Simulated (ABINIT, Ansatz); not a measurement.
# KBeBr3 (Pm-3m): modes at Γ and the response to a field

Aim: the zone-centre modes of KBeBr3 (Pm-3m).

Main program and level: ABINIT 10.8.3; DFT LDA, scalar-relativistic, plane waves, PseudoDojo norm-conserving pseudopotentials.

The structure was built from a prototype and need not be the compound's stable phase.

## Step 1: The structure

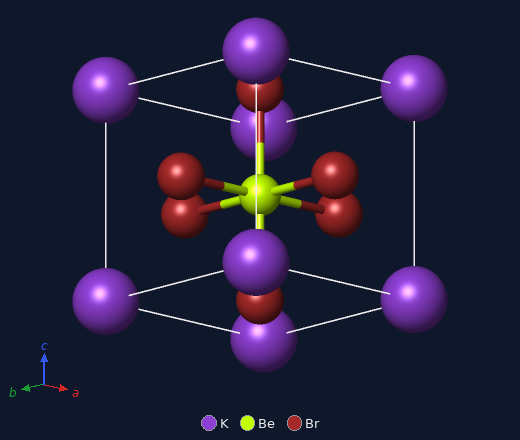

Start, viewed from a free direction; potassium purple, beryllium green, bromine red. Some periodic images of atoms are drawn too.

## Step 2: Relaxing the cell and atoms

The harmonic expansion needs vanishing forces, and a free crystal bears no stress, so cell and atoms are brought to rest. Stress is more sensitive to the basis than forces are: the last 3 Ha under the cutoff are smoothed with ecutsm, and the cutoff is raised above that of the later runs.

The starting cell comes from a relaxation made beforehand in Ansatz (LDA, PseudoDojo NC).

Input file relax.abi:

```
# relaxation
ionmov 2
optcell 2
dilatmx 1.08
ntime 40
tolmxf 1.0d-05
tolvrs 1.0d-14
prtwf 0
prtden 0
chksymtnons 0

# basis, mesh and filling
ecut 47.0
ecutsm 3.0
ngkpt 4 4 4
nshiftk 1
shiftk 0.0 0.0 0.0
istwfk *1
occopt 1
nband 17
nstep 100
diemac 9.0
prtebands 0
prtgsr 0
useylm 1

# cell and atoms
acell 9.178241857 9.178241857 9.178241857
rprim 
    1.0 0.0 0.0
    0.0 1.0 0.0
    0.0 0.0 1.0
ntypat 3
znucl 19 4 35
natom 5
typat 1 2 3 3 3
xred 
    0.0 0.0 0.0
    0.5 0.5 0.5
    0.5 0.5 0.0
    0.5 0.0 0.5
    0.0 0.5 0.5
pp_dirpath "./pseudo"
pseudos "K.upf, Be.upf, Br.upf"
```

On the command line:

```console
$ OMP_NUM_THREADS=1 mpirun -n 4 abinit relax.abi > relax.log
```

Numbers of over 12 decimals in the logs are rounded to 6 here.

relax.abo, the main output file:

```text
[banners, grids, parts of the stress and lines that vanish by symmetry left out]
- input  file    -> relax.abi
- output file    -> relax.abo
- root for input  files -> relaxi
[...]
Symmetries : space group Pm -3 m (#221); Bravais cP (primitive cubic)
[...]
mpw =       15036          nfft =      262144          nkpt =          10
[...]
== DATASET  1 ==================================================================
[...]
cutoff_energies: {ecut:  47.0, pawecutdg:  -1.0, }
[...]
ETOT  1  -91.148908968313    -9.115E+01 1.625E-01 4.384E+01
 ETOT  2  -91.295651326078    -1.467E-01 4.726E-02 3.446E+01
 ETOT  3  -91.297532408499    -1.881E-03 3.689E-04 5.458E+00
 ETOT  4  -91.297716923428    -1.845E-04 3.004E-05 8.400E-01
 ETOT  5  -91.297764259254    -4.734E-05 6.375E-07 9.643E-03
[...]
At SCF step   13       vres2   =  3.85E-15 < tolvrs=  1.00E-14 =>converged.
[...]
sigma(1 1)= -4.96365930E-07  sigma(3 2)=  0.00000000E+00
  sigma(2 2)= -4.96365930E-07  sigma(3 1)=  0.00000000E+00
  sigma(3 3)= -4.96365930E-07  sigma(2 1)=  0.00000000E+00
[...]
convergence: {deltae: -3.055E-12, res2:  3.855E-15, residm:  6.581E-17, diffor: null, }
etotal    :  -9.12977650E+01
[...]
ETOT  1  -91.297765012101    -9.130E+01 2.859E-12 1.185E-04
[...]
At SCF step    9       vres2   =  6.56E-16 < tolvrs=  1.00E-14 =>converged.
[...]
sigma(1 1)= -4.31528898E-07  sigma(3 2)=  0.00000000E+00
  sigma(2 2)= -4.31528898E-07  sigma(3 1)=  0.00000000E+00
  sigma(3 3)= -4.31528898E-07  sigma(2 1)=  0.00000000E+00
[...]
convergence: {deltae: -3.780E-12, res2:  6.558E-16, residm:  2.856E-20, diffor: null, }
etotal    :  -9.12977650E+01
[...]
ETOT  1  -91.297764778473    -9.130E+01 2.199E-11 5.251E-03
[...]
ETOT  9  -91.297765068261     2.444E-12 1.256E-18 2.932E-14
 ETOT 10  -91.297765068258     3.027E-12 9.283E-20 4.410E-16
 At SCF step   10       vres2   =  4.41E-16 < tolvrs=  1.00E-14 =>converged.
[...]
sigma(1 1)= -2.08817024E-10  sigma(3 2)=  0.00000000E+00
  sigma(2 2)= -2.08817024E-10  sigma(3 1)=  0.00000000E+00
  sigma(3 3)= -2.08817027E-10  sigma(2 1)=  0.00000000E+00
[...]
convergence: {deltae:  3.027E-12, res2:  4.410E-16, residm:  9.283E-20, diffor: null, }
etotal    :  -9.12977651E+01
[...]
At Broyd/MD step   3, gradients are converged :
[...]
sigma(1 1)= -2.08817024E-10  sigma(3 2)=  0.00000000E+00
  sigma(2 2)= -2.08817024E-10  sigma(3 1)=  0.00000000E+00
  sigma(3 3)= -2.08817027E-10  sigma(2 1)=  0.00000000E+00
[...]
- sigma(1 1)= -6.14360895E-06  sigma(3 2)=  0.00000000E+00
- sigma(2 2)= -6.14360897E-06  sigma(3 1)=  0.00000000E+00
- sigma(3 3)= -6.14360903E-06  sigma(2 1)=  0.00000000E+00
[...]
fcart     -0.0000000000E+00 -0.0000000000E+00 -0.0000000000E+00
           strten     -2.0881702400E-10 -2.0881702444E-10 -2.0881702660E-10
================================================================================

[key lines of the parts left out:]
pressure_GPa:   6.1436E-06
Total energy (etotal) [Ha]= -9.12977650682576E+01
```

Elapsed: 79 s, on 4 MPI ranks of Arm Neoverse V1, shared host.

Little changed from the start: no atom moved by 0.005 Å and no cell edge by 0.1 %.

Read from the output:

```yaml
volume_per_atom: 22.92 Å³
pressure: 6.14e-6 GPa
```

## Step 3: Ground state

First-order wavefunctions inherit every error of the ground state, hence the very tight tolvrs. The mesh is shifted off Γ, since shifted meshes converge sums over the zone faster.

Input file gs.abi:

```
# ground state
tolvrs 1.0d-16
prtden 1
prtwf 1

# basis, mesh and filling
ecut 38.0
ngkpt 4 4 4
nshiftk 1
shiftk 0.5 0.5 0.5
istwfk *1
occopt 1
nband 17
nstep 100
diemac 9.0
prtebands 0
prtgsr 0
useylm 1

# cell and atoms
acell 9.179288481 9.179288481 9.179288481
rprim 
    1.0 0.0 0.0
    0.0 1.0 0.0
    0.0 0.0 1.0
ntypat 3
znucl 19 4 35
natom 5
typat 1 2 3 3 3
xred 
    0.0 0.0 0.0
    0.5 0.5 0.5
    0.5 0.5 0.0
    0.5 0.0 0.5
    0.0 0.5 0.5
pp_dirpath "./pseudo"
pseudos "K.upf, Be.upf, Br.upf"
```

On the command line:

```console
$ OMP_NUM_THREADS=1 mpirun -n 4 abinit gs.abi > gs.log
```

gs.abo, the main output file:

```text
[banners, grids, parts of the stress and lines that vanish by symmetry left out]
- input  file    -> gs.abi
- output file    -> gs.abo
- root for input  files -> gsi
[...]
Symmetries : space group Pm -3 m (#221); Bravais cP (primitive cubic)
[...]
mpw =        8671          nfft =      157464          nkpt =           4
[...]
== DATASET  1 ==================================================================
[...]
cutoff_energies: {ecut:  38.0, pawecutdg:  -1.0, }
[...]
ETOT  1  -91.257924765157    -9.126E+01 8.415E-02 6.280E+01
 ETOT  2  -91.297014721231    -3.909E-02 1.038E-05 3.588E+00
 ETOT  3  -91.297585882364    -5.712E-04 2.126E-06 1.258E-01
 ETOT  4  -91.297595161373    -9.279E-06 1.065E-07 3.706E-03
 ETOT  5  -91.297595303159    -1.418E-07 2.397E-09 2.895E-04
[...]
ETOT 13  -91.297595316243     1.421E-12 6.328E-20 3.255E-16
 ETOT 14  -91.297595316241     1.677E-12 2.353E-21 1.432E-17
 At SCF step   14       vres2   =  1.43E-17 < tolvrs=  1.00E-16 =>converged.
[...]
sigma(1 1)=  3.60644705E-06  sigma(3 2)=  0.00000000E+00
  sigma(2 2)=  3.60644705E-06  sigma(3 1)=  0.00000000E+00
  sigma(3 3)=  3.60644705E-06  sigma(2 1)=  0.00000000E+00
[...]
convergence: {deltae:  1.677E-12, res2:  1.432E-17, residm:  2.353E-21, diffor: null, }
etotal    :  -9.12975953E+01
[...]
sigma(1 1)=  3.60644705E-06  sigma(3 2)=  0.00000000E+00
  sigma(2 2)=  3.60644705E-06  sigma(3 1)=  0.00000000E+00
  sigma(3 3)=  3.60644705E-06  sigma(2 1)=  0.00000000E+00
[...]
- sigma(1 1)=  1.06105335E-01  sigma(3 2)=  0.00000000E+00
- sigma(2 2)=  1.06105335E-01  sigma(3 1)=  0.00000000E+00
- sigma(3 3)=  1.06105335E-01  sigma(2 1)=  0.00000000E+00
[...]
fcart     -0.0000000000E+00 -0.0000000000E+00 -0.0000000000E+00
           strten      3.6064470461E-06  3.6064470461E-06  3.6064470461E-06
================================================================================

[key lines of the parts left out:]
pressure_GPa:  -1.0611E-01
```

It took 11 s on 4 MPI ranks; 44 s of CPU time.

Numbers from this step:

```
pressure : -0.1061 GPa
```

The cell stands at -0.11 GPa: the relaxation ran with a smoothed and higher cutoff and on another k mesh.

## Step 4: The gap at rest

Empty bands on the ground state's density check that the gap assumed so far is there in this cell.

Input file gap.abi:

```
# empty bands on the ground state's density
iscf -2
getden_filepath "gso_DEN"
tolwfr 1.0d-12
nbdbuf 2
prtwf 0

# basis, mesh and filling
ecut 38.0
ngkpt 4 4 4
nshiftk 1
shiftk 0.0 0.0 0.0
istwfk *1
occopt 1
nband 21
nstep 100
diemac 9.0
prtebands 0
prtgsr 0
useylm 1

# cell and atoms
acell 9.179288481 9.179288481 9.179288481
rprim 
    1.0 0.0 0.0
    0.0 1.0 0.0
    0.0 0.0 1.0
ntypat 3
znucl 19 4 35
natom 5
typat 1 2 3 3 3
xred 
    0.0 0.0 0.0
    0.5 0.5 0.5
    0.5 0.5 0.0
    0.5 0.0 0.5
    0.0 0.5 0.5
pp_dirpath "./pseudo"
pseudos "K.upf, Be.upf, Br.upf"
```

On the command line:

```console
$ OMP_NUM_THREADS=1 mpirun -n 4 abinit gap.abi > gap.log
```

gap.abo, the main output file:

```text
[banners, grids, parts of the stress and lines that vanish by symmetry left out]
- input  file    -> gap.abi
- output file    -> gap.abo
- root for input  files -> gapi
[...]
Symmetries : space group Pm -3 m (#221); Bravais cP (primitive cubic)
[...]
mpw =        8709          nfft =      157464          nkpt =          10
[...]
== DATASET  1 ==================================================================
[...]
cutoff_energies: {ecut:  38.0, pawecutdg:  -1.0, }
[...]
-outvars: echo values of variables after computation
            acell      9.1792884810E+00  9.1792884810E+00  9.1792884810E+00 Bohr
================================================================================
```

Elapsed: 19 s, on 4 MPI ranks; 77 s of CPU time.

Numbers from this step:

- gap on the k-mesh: 1.076 eV

In this cell the gap on the mesh is 1.1 eV, indirect (smallest direct 1.8 eV), so fixed occupations hold.

## Step 5: Zone-centre response

The derivative of the wavefunctions by k comes first, since the response to a field is built on it; then the field and the displacements that symmetry doesn't supply are solved at q = 0.

It reads the wavefunctions written in step 3.

Input file dfpt_gamma.abi:

```
ndtset 2

# common to the responses
getwfk_filepath "gso_WFK"
kptopt 2
nqpt 1
qpt 0.0 0.0 0.0
asr 0
chneut 0

# d/dk
rfelfd1 2
rfdir1 1 1 1
iscf1 -3
tolwfr1 1.0d-20

# displacements, field
rfphon2 1
rfatpol2 1 5
rfdir2 1 1 1
rfelfd2 3
getddk2 1
tolvrs2 1.0d-10
prtwf2 0

# basis, mesh and filling
ecut 38.0
ngkpt 4 4 4
nshiftk 1
shiftk 0.5 0.5 0.5
istwfk *1
occopt 1
nband 17
nstep 100
diemac 9.0
prtebands 0
prtgsr 0
useylm 1

# cell and atoms
acell 9.179288481 9.179288481 9.179288481
rprim 
    1.0 0.0 0.0
    0.0 1.0 0.0
    0.0 0.0 1.0
ntypat 3
znucl 19 4 35
natom 5
typat 1 2 3 3 3
xred 
    0.0 0.0 0.0
    0.5 0.5 0.5
    0.5 0.5 0.0
    0.5 0.0 0.5
    0.0 0.5 0.5
pp_dirpath "./pseudo"
pseudos "K.upf, Be.upf, Br.upf"
```

On the command line:

```console
$ OMP_NUM_THREADS=1 mpirun -n 4 abinit dfpt_gamma.abi > dfpt_gamma.log
```

dfpt_gamma.abo, the main output file:

```text
[banners, grids, parts of the stress and lines that vanish by symmetry left out]
- input  file    -> dfpt_gamma.abi
- output file    -> dfpt_gamma.abo
- root for input  files -> dfpt_gammai
[...]
DATASET    1 : space group Pm -3 m (#221); Bravais cP (primitive cubic)
[...]
nfft =      157464          nkpt =          32
[...]
DATASET    2 : space group Pm -3 m (#221); Bravais cP (primitive cubic)
[...]
nfft =      157464          nkpt =          32
[...]
== DATASET  1 ==================================================================
[...]
cutoff_energies: {ecut:  38.0, pawecutdg:  -1.0, }
[...]
- 35.00000   7.00000  180309                  znucl, zion, pspdat
[...]
Perturbation : derivative vs k along direction   1
[...]
-ETOT  1  -16.163580040870     -1.616E+01 4.730E-02 0.000E+00
 ETOT  2  -16.227562724076     -6.398E-02 2.806E-03 0.000E+00
 ETOT  3  -16.228535790867     -9.731E-04 6.680E-05 0.000E+00
 ETOT  4  -16.228561057164     -2.527E-05 3.286E-06 0.000E+00
 ETOT  5  -16.228561901640     -8.445E-07 9.154E-08 0.000E+00
[...]
At SCF step   15   max residual=  9.95E-21 < tolwfr=  1.00E-20 =>converged.
[...]
Perturbation : derivative vs k along direction   2
[...]
-ETOT  1  -16.161939673712     -1.616E+01 3.653E-02 0.000E+00
[...]
At SCF step   15   max residual=  9.95E-21 < tolwfr=  1.00E-20 =>converged.
[...]
Perturbation : derivative vs k along direction   3
[...]
-ETOT  1  -16.163579958724     -1.616E+01 4.730E-02 0.000E+00
[...]
At SCF step   15   max residual=  9.95E-21 < tolwfr=  1.00E-20 =>converged.
[...]
1        1       1.1243544110    0.0000000000
     1        2       0.0000000000    0.0000000000
     1        3       0.0000000000    0.0000000000
     2        1       0.0000000000    0.0000000000
     2        2       1.1243544110    0.0000000000
     2        3       0.0000000000    0.0000000000
     3        1       0.0000000000    0.0000000000
     3        2       0.0000000000    0.0000000000
     3        3       1.1243544110    0.0000000000
[...]
== DATASET  2 ==================================================================
[...]
cutoff_energies: {ecut:  38.0, pawecutdg:  -1.0, }
[...]
Perturbation : displacement of atom   1   along direction   1
[...]
-ETOT  1   5.294872     -2.781E+03 7.764E+00 6.619E+02
[...]
At SCF step   13       vres2   =  3.47E-12 < tolvrs=  1.00E-10 =>converged.
[...]
Perturbation : displacement of atom   2   along direction   1
[...]
-ETOT  1   1.080453     -6.661E+03 1.467E+02 3.745E+03
[...]
At SCF step   10       vres2   =  6.88E-11 < tolvrs=  1.00E-10 =>converged.
[...]
Perturbation : displacement of atom   3   along direction   1
[...]
-ETOT  1   1.883776     -7.514E+02 3.950E+00 7.124E+02
[...]
At SCF step   11       vres2   =  4.38E-12 < tolvrs=  1.00E-10 =>converged.
[...]
Perturbation : displacement of atom   3   along direction   3
[...]
-ETOT  1   4.169523     -7.370E+02 3.200E+00 8.944E+03
[...]
At SCF step   11       vres2   =  9.79E-12 < tolvrs=  1.00E-10 =>converged.
[...]
Perturbation : homogeneous electric field along direction   1
[...]
-ETOT  1  -92.912175607823     -9.291E+01 2.302E+00 3.410E+04
[...]
ETOT 11  -104.42560803968     -5.400E-13 2.191E-14 1.654E-10
 ETOT 12  -104.42560803968      5.684E-13 6.343E-16 7.182E-12
 At SCF step   12       vres2   =  7.18E-12 < tolvrs=  1.00E-10 =>converged.
[...]
Dielectric tensor, in cartesian coordinates,
[...]
1    7   1    7         4.6211633876        -0.0000000000
   1    7   2    7        -0.0000000000        -0.0000000000
   1    7   3    7        -0.0000000000        -0.0000000000
   2    7   1    7        -0.0000000000        -0.0000000000
   2    7   2    7         4.6211633876        -0.0000000000
   2    7   3    7        -0.0000000000        -0.0000000000
   3    7   1    7        -0.0000000000        -0.0000000000
   3    7   2    7        -0.0000000000        -0.0000000000
   3    7   3    7         4.6211633876        -0.0000000000
  Effective charges, in cartesian coordinates,
[...]
1    1   1    7         1.2906825616         0.0000000000
   2    1   1    7         0.0000000000         0.0000000000
   3    1   1    7         0.0000000000         0.0000000000
   1    2   1    7         3.1319236166         0.0000000000
   2    2   1    7         0.0000000000         0.0000000000
[...]
Effective charges, in cartesian coordinates,
[...]
2    7   1    5         0.0000000000         0.0000000000
   3    7   1    5         0.0000000000         0.0000000000
   1    7   2    5         0.0000000000         0.0000000000
   2    7   2    5        -0.6769627404         0.0000000000
   3    7   2    5         0.0000000000         0.0000000000
   1    7   3    5         0.0000000000         0.0000000000
   2    7   3    5         0.0000000000         0.0000000000
   3    7   3    5        -0.6769627404         0.0000000000
  Phonon wavevector (reduced coordinates) :  0.00000  0.00000  0.00000
 Phonon energies in Hartree :
[...]
Phonon frequencies in cm-1    :
- -2.808971E+02 -2.808971E+02 -2.808971E+02  3.470011E-01  3.470014E-01
-  3.470024E-01  6.524687E+01  6.524687E+01  6.524687E+01  8.348671E+01
-  8.348671E+01  8.348671E+01  1.304399E+02  1.304399E+02  1.304399E+02
  Phonon at Gamma, with non-analyticity in the
[...]
Phonon energies in Hartree :
[...]
Phonon frequencies in cm-1    :
- -2.808971E+02 -2.808971E+02 -5.905704E+01  3.470011E-01  3.470014E-01
-  1.603745E+00  6.524687E+01  6.524687E+01  6.524687E+01  8.348671E+01
-  8.348671E+01  1.276481E+02  1.304399E+02  1.304399E+02  2.229540E+02
  Phonon at Gamma, with non-analyticity in the
[...]
Phonon energies in Hartree :
[...]
Phonon frequencies in cm-1    :
- -2.808971E+02 -2.808971E+02 -5.905704E+01  3.470011E-01  3.470024E-01
-  1.603745E+00  6.524687E+01  6.524687E+01  6.524687E+01  8.348671E+01
-  8.348671E+01  1.276481E+02  1.304399E+02  1.304399E+02  2.229540E+02
  Phonon at Gamma, with non-analyticity in the
[...]
Phonon energies in Hartree :
[...]
Phonon frequencies in cm-1    :
- -2.808971E+02 -2.808971E+02 -5.905704E+01  3.470014E-01  3.470024E-01
-  1.603745E+00  6.524687E+01  6.524687E+01  6.524687E+01  8.348671E+01
-  8.348671E+01  1.276481E+02  1.304399E+02  1.304399E+02  2.229540E+02
[...]
fcart2     0.0000000000E+00  0.0000000000E+00  0.0000000000E+00
           strten2     0.0000000000E+00  0.0000000000E+00  0.0000000000E+00
================================================================================
```

The job ended after 4.7 min (4 MPI ranks; 19 min of CPU time).

This step gave:

```yaml
miss_of_the_charge_sum_rule: 0.04780 e
largest_acoustic_frequency_at_the_zone_centre_before_the_sum_rule: 0.35 cm⁻¹
highest_optical_zone_centre_mode_no_lo_to_term: 130.4 cm⁻¹
lowest_optical_zone_centre_mode: -280.9 cm⁻¹
mean_high_frequency_dielectric_constant: 4.621
largest_born_charge_in_size_third_of_the_trace: 3.132 e
```

Born charge (rows field, columns displacement), before the sum rule (e), principal values of the symmetric part by kind of site:

| atom | atoms with these values | low | middle | high | mean |
| --- | --- | --- | --- | --- | --- |
| K1 | 1 | 1.29 | 1.29 | 1.29 | 1.29 |
| Be2 | 1 | 3.13 | 3.13 | 3.13 | 3.13 |
| Br3 | 3 | -3.12 | -0.68 | -0.68 | -1.49 |

In full for Be2:

```
3.13 0.00 0.00
0.00 3.13 0.00
0.00 0.00 3.13
```

High-frequency dielectric tensor:

```
4.62 0.00 0.00
0.00 4.62 0.00
0.00 0.00 4.62
```

The acoustic modes at Γ come out as far as 0.3 cm⁻¹ from zero, where they should vanish, a small numerical error; the Born charges miss their sum rule by 0.048 e, which is fair. The lowest optical mode is imaginary, 281i cm⁻¹, an instability at this level and on this k mesh.

(Part 1 of 2 ends here.)

[Host names and launcher messages were left out of these logs when they were recorded.]

[Logs are printed without paths, hosts, clocks, repeated set-up lines and the standing remarks that a program may print on its own settings, such as how far it seeks lower states.]

[Hosts, paths, dates, database ids (printed as entryN), source tags and the programs' standing remarks are cut or masked in the printed files.]
